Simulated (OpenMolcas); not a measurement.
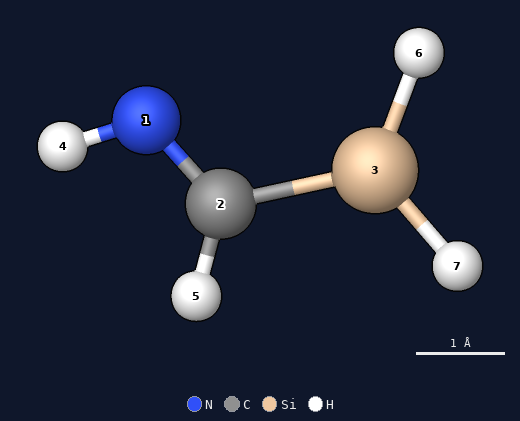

Fig. 1: The structure as given in the input (ball-and-stick view, seen on its broad side; atoms are numbered from 1 in the order of the input). Bond lengths as drawn: C–H 1.10 Å, C–N 1.29 Å, C–Si 1.83 Å, H–N 1.02 Å and H–Si 1.45 Å.

# Run report: CH4NSi, energy and gradient calculation (part 1 of 3)

The run: energy and gradient calculation of CH4NSi, multiplicity 2, SMILES N=C[SiH2]. Method and program: PBE/6-31G*, UKS (OpenMolcas 26.06).

The geometry comes from this level: GFN2-xTB.

## The input
```
* CH4NSi Kohn-Sham DFT

&GATEWAY
  BasLib=$CurrDir
  Coord=mol.xyz
  Basis=6-31Gs
  Group=NoSym

&SEWARD
  GridInput
  Grid=UltraFine
  End of Grid

&SCF
  UHF
  Spin=2
  KSDFT=PBE
  Thresholds=1e-10 1e-07 1e-07 1e-05
  PrOrbitals=1 2

&ALASKA
```

## File mol.xyz
```
7

N     -1.548860    -0.132150    -0.159430
C     -0.314040    -0.117140    -0.518110
Si     0.986230     0.201460     0.727650
H     -2.206780    -0.315210    -0.914920
H      0.010790    -0.289530    -1.556520
H      0.698950     0.439760     2.123830
H      2.373720     0.212800     0.297500
```

Run on 1 thread of Arm Neoverse V2, 24 GiB of memory available, shared host.

Launched with:
```bash
export MOLCAS_MEM=1860
pymolcas run.inp > run.log
```

## The program's output
```
--- Start Module: gateway ---

                                              &GATEWAY

                       available to each process: 1.9 GB of memory, 1 thread

 Basis Set     1 Label: N.6-31GS
 Basis set is read from library:.
 basistype.tbl is not found

 Basis Set     2 Label: C.6-31GS
 Basis set is read from library:.
 basistype.tbl is not found

 Basis Set     3 Label: SI.6-31GS
 Basis set is read from library:.
 basistype.tbl is not found

 Basis Set     4 Label: H.6-31GS
 Basis set is read from library:.
 basistype.tbl is not found

++    Symmetry information:
      ---------------------

                    Character Table for C1

                             E
                    a        1  x, y, xy, Rz, z, xz, Ry, yz, Rx, I
--

++    Basis set information:
      ----------------------

      Basis set label: N.6-31GS.........

      Electronic valence basis set:
      ------------------
      Associated Effective Charge   7.000000 au
      Associated Actual Charge      7.000000 au
      Nuclear Model: Point charge

      Shell  nPrim  nBasis  Cartesian Spherical Contaminant
         s      10       3        X
         p       4       2        X
         d       1       1                 X

      Basis set label: C.6-31GS.........

      Electronic valence basis set:
      ------------------
      Associated Effective Charge   6.000000 au
      Associated Actual Charge      6.000000 au
      Nuclear Model: Point charge

      Shell  nPrim  nBasis  Cartesian Spherical Contaminant
         s      10       3        X
         p       4       2        X
         d       1       1                 X

      Basis set label: SI.6-31GS.........

      Electronic valence basis set:
      ------------------
      Associated Effective Charge  14.000000 au
      Associated Actual Charge     14.000000 au
      Nuclear Model: Point charge

      Shell  nPrim  nBasis  Cartesian Spherical Contaminant
         s      16       4        X
         p      10       3        X
         d       1       1                 X

      Basis set label: H.6-31GS.........

      Electronic valence basis set:
      ------------------
      Associated Effective Charge   1.000000 au
      Associated Actual Charge      1.000000 au
      Nuclear Model: Point charge

      Shell  nPrim  nBasis  Cartesian Spherical Contaminant
         s       4       2        X
--

++    Molecular structure info:
      -------------------------

                    ************************************************
                    **** Cartesian Coordinates / bohr, angstrom ****
                    ************************************************

     Center  Label                x              y              z                     x              y              z
        1      N1              -2.926921      -0.249727      -0.301279             -1.548860      -0.132150      -0.159430
        2      C2              -0.593450      -0.221363      -0.979086             -0.314040      -0.117140      -0.518110
        3      SI3              1.863705       0.380704       1.375059              0.986230       0.201460       0.727650
        4      H4              -4.170210      -0.595661      -1.728948             -2.206780      -0.315210      -0.914920
        5      H5               0.020390      -0.547132      -2.941397              0.010790      -0.289530      -1.556520
        6      H6               1.320824       0.831026       4.013457              0.698950       0.439760       2.123830
        7      H7               4.485681       0.402134       0.562194              2.373720       0.212800       0.297500

                    ***************************************
                    *    InterNuclear Distances / bohr    *
                    ***************************************

               1 N1            2 C2            3 SI3           4 H4            5 H5            6 H6
    1 N1       0.000000
    2 C2       2.430086        0.000000
    3 SI3      5.114455        3.455733        0.000000
    4 H4       1.924494        3.673637        6.855383        0.000000
    5 H5       3.968037        2.081727        4.784400        4.362742        0.000000
    6 H6       6.150473        5.449537        2.731053        8.072305        7.208359        0.000000
    7 H7       7.491140        5.344329        2.745172        9.009404        5.754569        4.702285

               7 H7
    7 H7       0.000000

                    *******************************************
                    *    InterNuclear Distances / angstrom    *
                    *******************************************

               1 N1            2 C2            3 SI3           4 H4            5 H5            6 H6
    1 N1       0.000000
    2 C2       1.285946        0.000000
    3 SI3      2.706453        1.828695        0.000000
    4 H4       1.018398        1.944005        3.627712        0.000000
    5 H5       2.099795        1.101603        2.531795        2.308663        0.000000
    6 H6       3.254690        2.883771        1.445211        4.271680        3.814499        0.000000
    7 H7       3.964140        2.828097        1.452682        4.767571        3.045187        2.488342

               7 H7
    7 H7       0.000000

                    **************************************
                    *    Valence Bond Angles / degree    *
                    **************************************
                          Atom centers                 Phi
                      2 C2       1 N1       4 H4       114.55
                      1 N1       2 C2       5 H5       122.97
                      6 H6       3 SI3      7 H7       118.34

           ***************************************************************
           *              Valence Dihedral Angles / degree               *
           ***************************************************************
                    Atom centers                       Phi1     Phi2     Theta
           4 H4       1 N1       2 C2       5 H5        114.55   122.97    -0.11
--

            Nuclear Potential Energy             91.14901952 au

--- Stop Module: gateway /rc=_RC_ALL_IS_WELL_ ---

--- Start Module: seward ---

                                              &SEWARD

                       available to each process: 1.9 GB of memory, 1 thread

               SEWARD will generate:
                  Multipole Moment integrals up to order  2
                  Kinetic Energy integrals
                  Nuclear Attraction integrals (point charge)
                  One-Electron Hamiltonian integrals
                  Velocity integrals
                  Orbital angular momentum around (  0.0983   0.0791   0.3862 )
                  Velocity quadrupole around (  0.0983   0.0791   0.3862 )
                  Two-Electron Repulsion integrals

                   Integrals are discarded if absolute value <: 1.00E-14
                   Integral cutoff threshold is set to       <: 1.00E-16

            Nuclear Potential Energy             91.14901952 au

      Basis set specifications :
      Symmetry species         a
      Basis functions           54

--- Stop Module: seward /rc=_RC_ALL_IS_WELL_ ---

--- Start Module: scf ---

                                                &SCF

                       available to each process: 1.9 GB of memory, 1 thread

++    Input section:
      --------------

      Header of the integral files:

      Cartesian coordinates in angstrom:
      -----------------------------------------------------
      No.  Label        X            Y            Z
      -----------------------------------------------------
       1   N1        -1.54886000  -0.13215000  -0.15943000
       2   C2        -0.31404000  -0.11714000  -0.51811000
       3   SI3        0.98623000   0.20146000   0.72765000
       4   H4        -2.20678000  -0.31521000  -0.91492000
       5   H5         0.01079000  -0.28953000  -1.55652000
       6   H6         0.69895000   0.43976000   2.12383000
       7   H7         2.37372000   0.21280000   0.29750000
      -----------------------------------------------------
      Nuclear repulsion energy =   91.14901952
--

++    Orbital specifications:
      -----------------------

      Symmetry species               1
                                     a
      Frozen orbitals                0
      Occupied orbitals alpha       16
      Occupied orbitals beta        15
      Secondary orbitals alpha      38
      Secondary orbitals beta       39
      Deleted orbitals               0
      Total number of orbitals      54
      Number of basis functions     54
--

      Molecular charge                           0.000

      Numerical integration parameters
      --------------------------------
      Radial quadrature type:                         MHL
      Size of radial grid:                            99
      Lebedev angular grid:                           41
      Angular grid pruned with the crowding factor:  1.00E+10
                                 and fading factor:  1.00E+01
      Screening threshold for integral computation:   1.00E-11
      Radial quadrature accuracy:                     1.00E-25
      Maximum batch size:                             128
      AO values are stored on disk
      The same grid will be used for all iterations.

      DFT functional specifications
      -----------------------------
      Using Libxc version: 6.2.2
      Please cite the following reference:
      S. Lehtola, C. Steigemann, M. J.T. Oliveira, and M. A.L. Marques.,  SoftwareX 7, 1–5 (2018) doi:10.1016/j.softx.2017.11.002

      * Perdew, Burke & Ernzerhof
        - J. P. Perdew, K. Burke, and M. Ernzerhof.,  Phys. Rev. Lett. 77, 3865 (1996) doi:10.1103/PhysRevLett.77.3865
        - J. P. Perdew, K. Burke, and M. Ernzerhof.,  Phys. Rev. Lett. 78, 1396 (1997) doi:10.1103/PhysRevLett.78.1396
      * Perdew, Burke & Ernzerhof
        - J. P. Perdew, K. Burke, and M. Ernzerhof.,  Phys. Rev. Lett. 77, 3865 (1996) doi:10.1103/PhysRevLett.77.3865
        - J. P. Perdew, K. Burke, and M. Ernzerhof.,  Phys. Rev. Lett. 78, 1396 (1997) doi:10.1103/PhysRevLett.78.1396

++    Optimization specifications:
      ----------------------------

      SCF Algorithm: Conventional USCF
      D(i)-D(i-1) density differences are used
      Number of density matrices in core                 5
      Maximum number of NDDO SCF iterations            400
      Maximum number of HF SCF iterations              400
      Threshold for SCF energy change             1.00E-10
      Threshold for density matrix                1.00E-07
      Threshold for Fock matrix                   1.00E-07
      Threshold for linear dependence             1.00E-09
      Threshold at which DIIS is turned on        1.50E-01
      Maximum depth in the DIIS procedure                5
      Maximum depth in the BFGS Hessian update          30
      Threshold at which QNR/C2DIIS is turned on  7.50E-02
      Threshold for Norm(delta) (QNR/C2DIIS)      1.00E-05
      All orbitals punched on: UHFORB
--

      Input vectors read from INPORB
      Orbital file label: *Guess orbitals

++ Convergence information
                               UHF PBE        iterations: Energy and convergence statistics

Iter     Tot. PBE        One-elec.       Two-elec.     Energy      Max Dij or  Max Fij      DNorm      TNorm      AccCon     Time
         Energy          Energy          Energy        Change      Delta Norm                                                in Sec.
   1  -383.860975445  -741.677984453   266.667989490   0.00E+00    5.41E-01*   2.12E-01*    6.83E+00   1.14E+02   None         1.
   2  -380.968177692  -744.985041685   272.867844475   2.89E+00*   7.02E-01*   7.30E-02*    7.27E+00   1.14E+02   EDIIS        1.
   3  -384.286556167  -745.714770259   270.279194574  -3.32E+00*   7.89E-01*   8.77E-02*    2.54E+00   1.15E+02   EDIIS        1.
   4  -384.082522653  -744.097225703   268.865683531   2.04E-01*   1.92E-01*   4.87E-02*    1.78E+00   1.14E+02   EDIIS        1.
   5  -384.357396270  -743.586755713   268.080339924  -2.75E-01*   2.28E-01*   2.11E-02*    6.41E-01   1.14E+02   EDIIS        1.
   6  -384.356190726  -744.638555328   269.133345084   1.21E-03*   5.80E-02*   1.52E-02*    4.66E-01   1.14E+02   EDIIS        1.
   7  -384.368518535  -744.599428344   269.081890291  -1.23E-02*   3.58E-02*   5.22E-03*    1.46E-01   1.14E+02   c2DIIS       1.
   8  -384.369158277  -744.116675546   268.598497751  -6.40E-04*   9.18E-02*   5.06E-03*    1.47E-01   1.14E+02   QNRc2DIIS    1.
   9  -384.368971323  -744.563512672   269.045521830   1.87E-04*   5.10E-02*   7.49E-03*    1.49E-01   1.14E+02   QNRc2DIIS    1.
  10  -384.369510423  -744.407217492   268.888687551  -5.39E-04*   1.98E-02*   4.31E-03*    7.16E-02   1.14E+02   QNRc2DIIS    1.
  11  -384.369608469  -744.363994596   268.845366609  -9.80E-05*   3.91E-03*   2.79E-04*    2.49E-02   1.14E+02   QNRc2DIIS    1.
  12  -384.369609313  -744.342861153   268.824232322  -8.44E-07*   2.92E-03*   2.33E-04*    5.52E-03   1.14E+02   QNRc2DIIS    1.
  13  -384.369610161  -744.351601728   268.832972049  -8.48E-07*   6.28E-04*   8.95E-05*    3.76E-03   1.14E+02   QNRc2DIIS    1.
  14  -384.369610217  -744.352642286   268.834012551  -5.56E-08*   2.29E-04*   2.64E-05*    1.26E-03   1.14E+02   QNRc2DIIS    1.
  15  -384.369610226  -744.351855284   268.833225539  -9.83E-09*   3.34E-05*   3.13E-06*    3.67E-04   1.14E+02   QNRc2DIIS    1.
  16  -384.369610227  -744.351892687   268.833262942  -1.52E-10*   7.66E-06    8.36E-07*    5.35E-05   1.14E+02   QNRc2DIIS    1.
  17  -384.369610227  -744.351895453   268.833265708  -1.07E-11    1.80E-06    1.32E-07*    1.25E-05   1.14E+02   QNRc2DIIS    1.
  18  -384.369610227  -744.351892185   268.833262440  -1.02E-12    5.30E-07    5.72E-08     2.69E-06   1.14E+02   QNRc2DIIS    1.

       Convergence after  18 Iterations
--
```
